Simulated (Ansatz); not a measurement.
Cost and result by functional for the surface energy of the (11-20) surface of hcp Lu in its 1x1 cell, outermost plane spacing 1.75 Å in the ideal cut, in Ansatz (plane waves, PAW). Single points on the PBE structure, on one kind of machine; costs are rough ratios of the slab run's core time (references not counted) to the cheapest single point. r2SCAN's cost holds its higher cutoff (500 against 420 eV). Differences are taken against r2SCAN for comparison alone: no measured value is at hand, so the table doesn't rank accuracy.

Model: 14-atom slab, 10.5 Å thick at the start, 7x6x1 mesh, Fermi-Dirac 0.1 eV, dipole correction, all atoms relaxed; start symmetry kept, larger cells not searched; no spin, no spin-orbit, no U. These notes are the PBE run's.

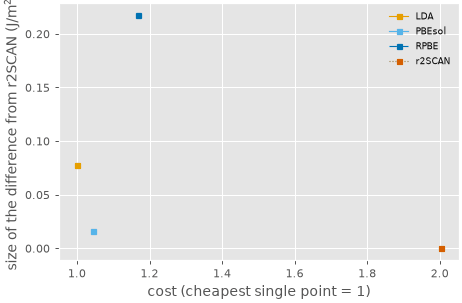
Fig. 1. Difference from r2SCAN against cost

| functional | relative cost | surface energy (J/m²) | less r2SCAN (J/m²) |
|---|---|---|---|
| LDA | 1 | 1.32 | 0.08 |
| PBEsol | 1 | 1.26 | 0.02 |
| RPBE | 1 | 1.03 | -0.22 |
| r2SCAN | 2 | 1.24 | 0.00 |
| PBE (the relaxed run's value) | – | 1.13 | -0.11 |

The values span 0.30 J/m², while the single points' costs differ by a factor of roughly 2. Differences are of unrounded values.

Ansatz is a quantum-chemistry and plane-wave program.
